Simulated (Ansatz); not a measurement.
GeB2C2

Input

```
crystal:
  lattice:
    - [1.3656119471, 0.7884364253, 8.7563750506]
    - [-1.3656119471, 0.7884364253, 8.7563750506]
    - [0.0, -1.5768728505, 8.7563750506]
  atoms:
    - { symbol: Ge, position: [0.0, 0.0, 0.0] }
    - { symbol: B, position: [0.7537241181, 0.7537241181, 0.7537241181] }
    - { symbol: B, position: [0.2462758819, 0.2462758819, 0.2462758819] }
    - { symbol: C, position: [0.9165858901, 0.9165858901, 0.9165858901] }
    - { symbol: C, position: [0.0834141099, 0.0834141099, 0.0834141099] }
basis:
  ecutwfc: 420
kpoints:
  mp_grid: { grid: [12, 12, 12] }
  band_path:
    path:
      - [[0.0, 0.0, 0.0], [0.5, 0.5, 0.5], [0.82792836, 0.17207164, 0.5]]
      - [[0.5, -0.17207164, 0.17207164], [0.5, 0.0, 0.0], [0.0, 0.0, 0.0], [0.33603582, -0.33603582, 0.0]]
      - [[0.66396418, 0.0, 0.33603582], [0.5, 0.0, 0.5], [0.0, 0.0, 0.0]]
    npoints: 14
hamiltonian:
  xc: pbesol
scf:
  occupations: { method: gaussian, width: 0.1 }
  n_extra_bands: 12
output:
  forces: true
  stress: true
  eigenvalues: true
  populations: true
  dos: { projected: true, de: 0.02, nscf_kmesh: { grid: [15, 15, 15] } }
  bader: true
  write_density: true
  write_potential: true
  elf: true
  volumetric_format: npy
```

Launched as:

```sh
ansatz run input.yaml --threads 1 --pin off --max-ram 2560MiB --backend cpu --events-out ev --progress --plain --runs-dir out
```

Below, planes, directions and counts refer to the conventional cell (a = 2.73 Å, b = 2.73 Å, c = 26.27 Å, α = 90.00°, β = 90.00°, γ = 120.00°).

Space group R-3m; a structure from a database of computed crystals, not necessarily the ambient phase; a generated structure, not necessarily the stable one; computed pressure about −3 GPa in this cell.

All numbers below come from DFT PBEsol, scalar-relativistic, plane waves, PAW in Ansatz.

Q: What can the converged valence pseudo-density and electron localisation function tell about the bonding?

A: Ge–C (2.19 Å): ρ is about 0.51 e/Å³ halfway; the ELF peaks at about 0.70 in the valence shell of C, 0.8 Å from its nucleus, and is about 0.55 at the midpoint.
Bader's partition of the density gives Ge +0.45, B +1.85 and C −2.08 e.

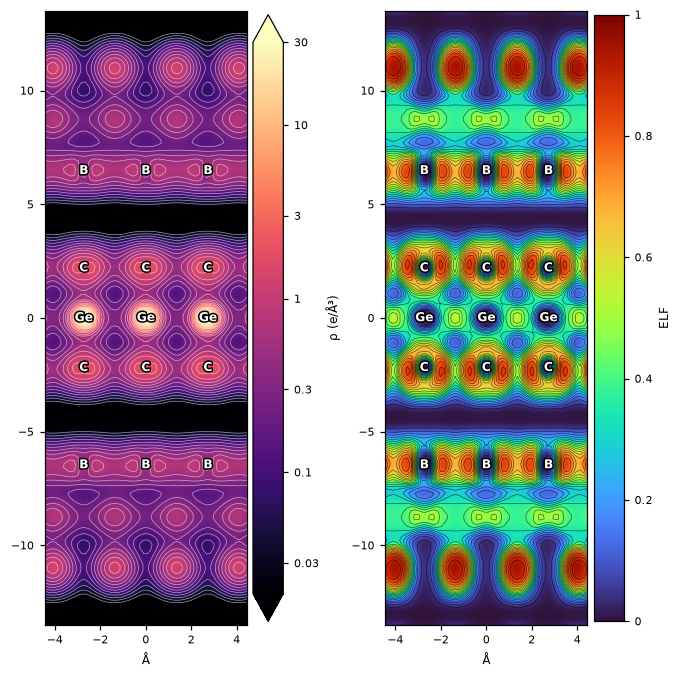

Computed valence pseudo-density and electron localisation function on the (010) plane of the conventional cell, in this order. Atoms just off the plane (Ge, 0.8 Å away, B, 0.8 Å away and C, 0.8 Å away) can leave unmarked features too.

Core electrons are frozen (PAW), and the valence fields are smoothed inside the atomic spheres.
